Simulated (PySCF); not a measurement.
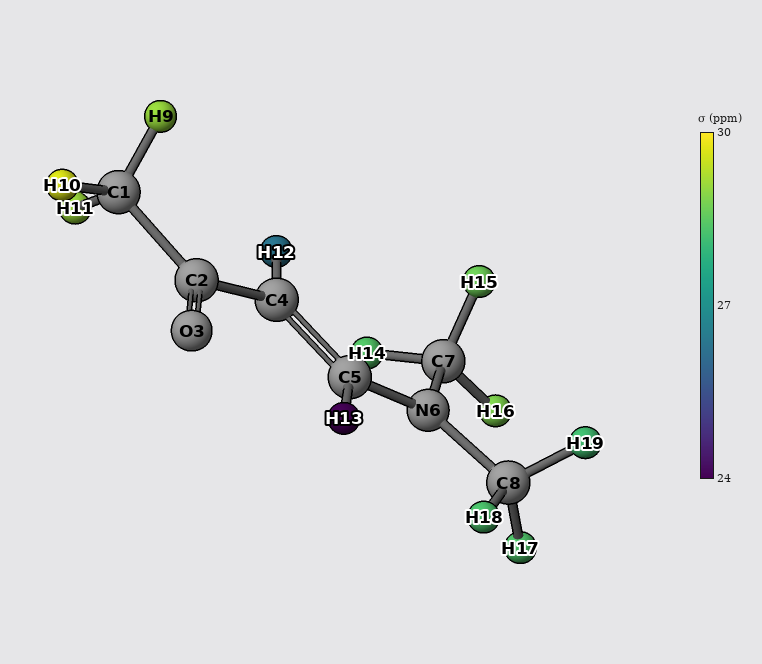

Atoms are coloured by their isotropic NMR shieldings (H only, the others grey). Computed geometry: PBE0-D3(BJ)/def2-SVP optimisation. No frequency run is at hand to confirm it as a minimum. Method: GIAO OPBE/pcSseg-1 NMR shielding, non-relativistic, gas phase (PySCF 2.14.0).

### Which H atom is the most shielded (lowest chemical shift)?

H10 (29.66 ppm).

### Which H atom is the least shielded (highest chemical shift)?

H13 (24.04 ppm).

### How wide is the range of H shifts?

5.62 ppm.

List the isotropic NMR shieldings of the H atoms.

```
atom  σ (ppm)
  H9    29.06
 H10    29.66
 H11    29.10
 H12    26.34
 H13    24.04
 H14    28.40
 H15    28.67
 H16    28.85
 H17    28.35
 H18    28.30
 H19    28.17
```
